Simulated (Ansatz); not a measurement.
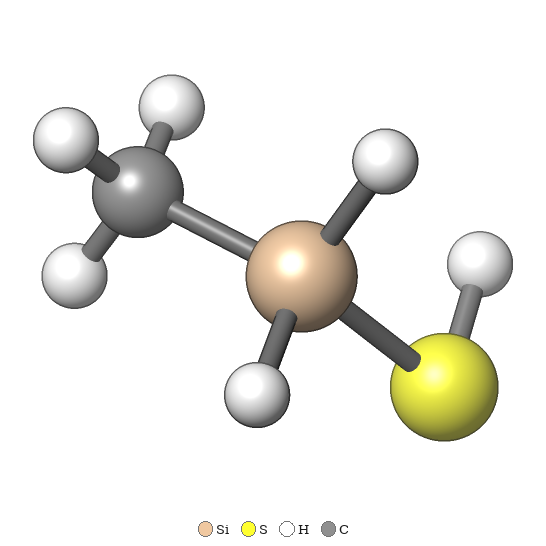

**What is the molecular formula?**

CH6SSi, 9 atoms: 1 carbon, 6 hydrogen, 1 sulfur and 1 silicon.

**Give the symmetry (Schoenflies symbol).**

C1.

**How many bonds of each kind are drawn?**

3 C–H, 2 Si–H, 1 S–Si, 1 C–Si, 1 S–H. Sticks follow a distance rule.

**How many atoms are distinct by symmetry?**

9: 1 Si, 1 S, 1 H, 1 H, 1 C, 1 H, 1 H, 1 H, 1 H.

More results for the same structure follow; atom numbers are the same in all pictures, views and colours differ. The computed structure is the end point of a PBE0-D4/def2-TZVP optimisation.

Geometry

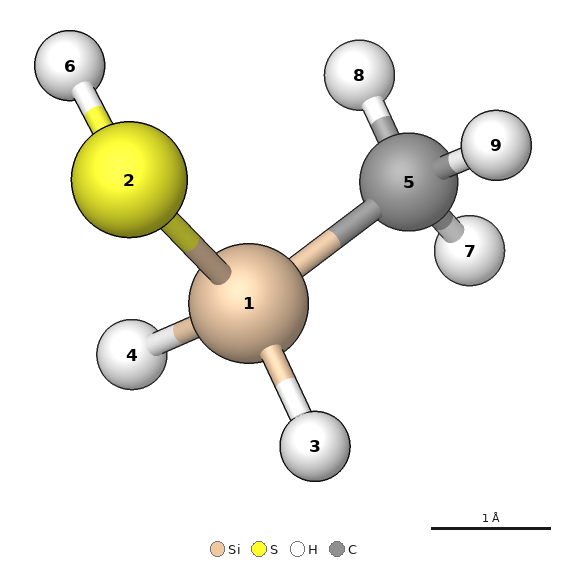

Atoms carry their numbers in the input.

Estimate the angles S2–Si1–H3, S2–Si1–H4, S2–Si1–C5, H3–Si1–C5, H4–Si1–C5, Si1–S2–H6, Si1–C5–H7, Si1–C5–H8, Si1–C5–H9.

```csv
angle,degrees
S2–Si1–H3,103.6
S2–Si1–H4,110.1
S2–Si1–C5,112.6
H3–Si1–C5,111.3
H4–Si1–C5,110.0
Si1–S2–H6,94.8
Si1–C5–H7,110.4
Si1–C5–H8,110.8
Si1–C5–H9,110.6
```

Dipole moment

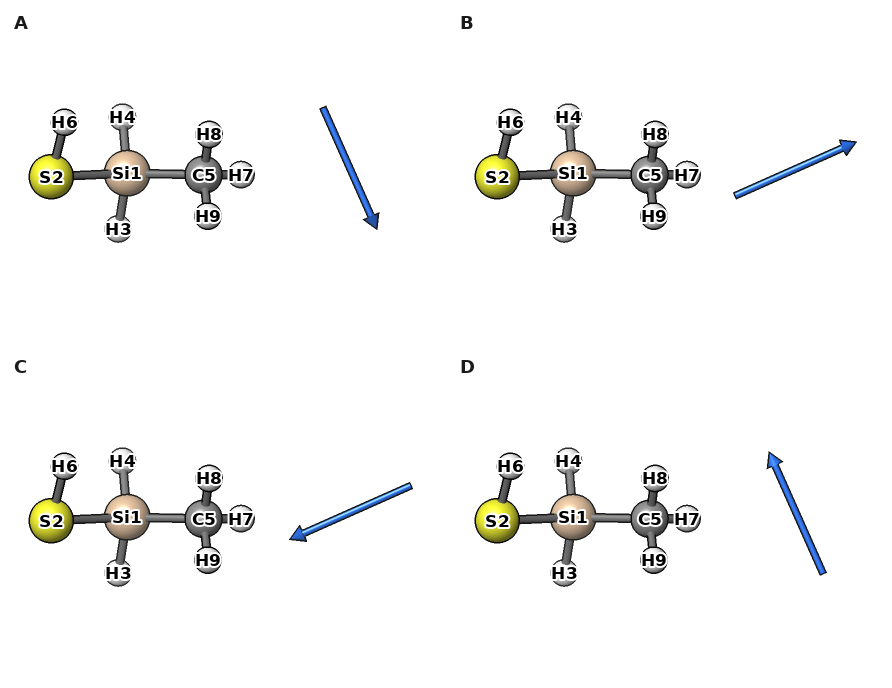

The same molecule four times, each with an arrow. Method: RKS PBE0-D4/def2-TZVP (Ansatz 0.2.0).

**Which arrow points along the dipole moment, from the negative to the positive end?**

B. The dipole moment is 1.73 D; it points from the side of S2 to the side of H7, H8 (the outermost atoms at the two ends).

Vibrations

Harmonic vibrations computed with RKS PBE0-D4/def2-TZVP (Ansatz 0.2.0) at a stationary point of the same level.

**How many vibrational modes are there, and where do they lie?**

21 modes: 161, 166, 207, 463, 499, 596, 691, 733, 815, 885, 905, 942, 1276, 1444, 1448, 2216, 2234, 2708, 3050, 3134, 3146 cm⁻¹.

Electronic properties

Method: RKS r2SCAN0-D4/def2-TZVPP (Ansatz 0.2.0).

**What is the dispersion correction?**

−4.7 kJ/mol.

Charges

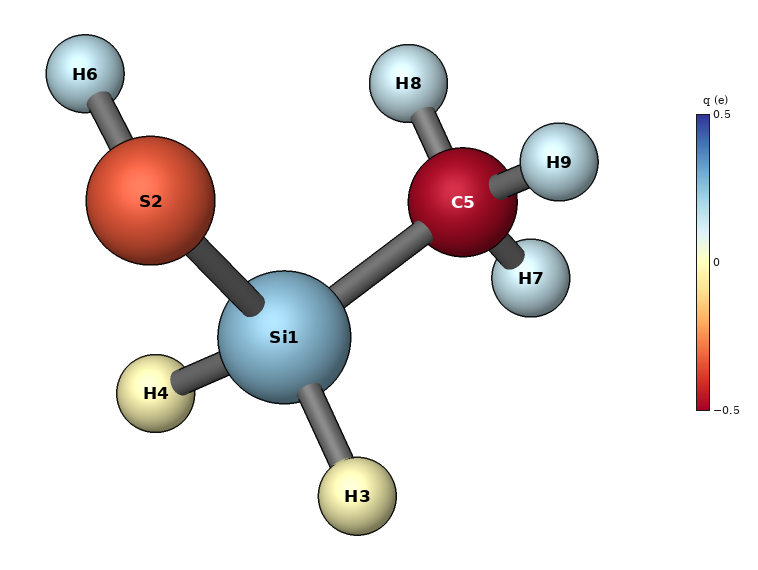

Atoms are coloured by their Mulliken charges. Properties computed with RKS PBE0-D4/def2-TZVP (Ansatz 0.2.0).

**Which atom carries the highest charge (most positive or least negative)?**

Si1 (0.25 e).

**And the lowest?**

C5 (−0.48 e).

List the Mulliken charges.

| atom | value (e) |
| --- | --- |
| Si1 | 0.25 |
| S2 | −0.33 |
| H3 | −0.02 |
| H4 | −0.02 |
| C5 | −0.48 |
| H6 | 0.16 |
| H7 | 0.14 |
| H8 | 0.14 |
| H9 | 0.15 |

Mulliken values depend strongly on the basis set and can even reverse the polarity of a bond.
